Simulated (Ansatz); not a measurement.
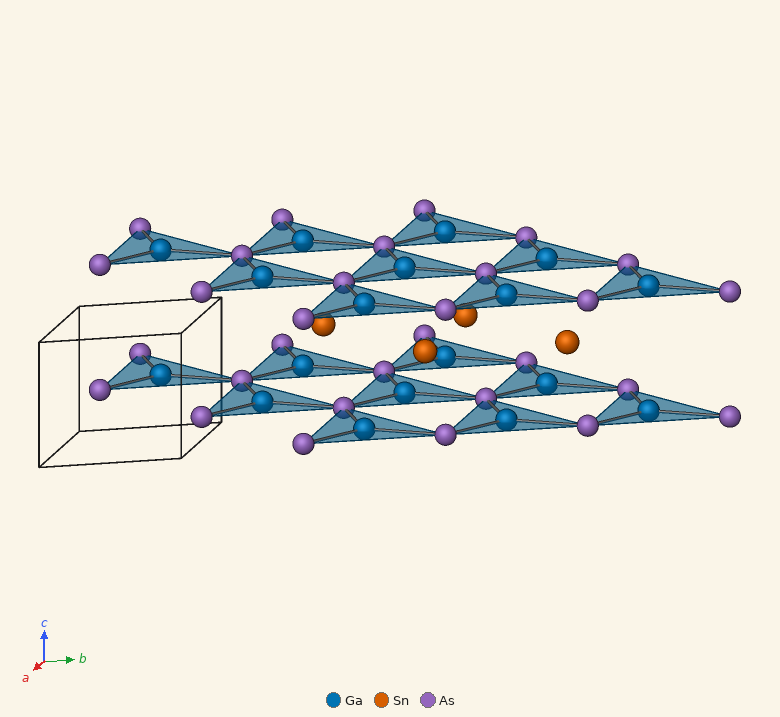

Polyhedra are drawn about Ga (bonds: As–Ga below 2.9 Å); other atoms are plain spheres.

GaSnAs (space group P-6m2, No. 187). Coordinates: the input geometry of an electronic-structure calculation (not necessarily at equilibrium); the starting structure was generated, so it need not be a known form of this composition.

What figure surrounds each Ga atom, and what does it share with the other drawn polyhedra?

Answer. Ga: GaAs3 triangle, sharing corners with six neighbours.

What is the connectivity of the polyhedra: isolated, groups, chains, layers or framework?

Answer. They form layers of corner-sharing triangles parallel to (001). Their corner atoms also have Sn as close neighbours (those links are not drawn).

How far apart are the centres of linked polyhedra?

Answer. Centre to centre across a shared corner: 4.53 Å.
